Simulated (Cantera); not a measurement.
Feed: 1 mol SiCl₄, 18 mol N₂O, 1 mol N₂, held at 1.05 Torr.

Method: chemical equilibrium by Gibbs-energy minimisation in Cantera with the NASA 1993 tables (ideal gas, pure condensed phases). Candidate condensed phases: Si, SiO₂, Si₂N₂O, Si₃N₄; 23 gas species. The tables hold silica as quartz up to 1696 K and as liquid above; real silica turns to tridymite and cristobalite and melts near 1996 K. Rates play no part.

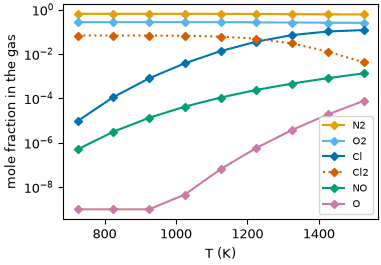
*Equilibrium gas composition (values under 1e-9 drawn at 1e-9)*

From 725 K to 825 K the condensed part is SiO₂(α-quartz). From 925 K to 1525 K the condensed part is SiO₂(β-quartz).
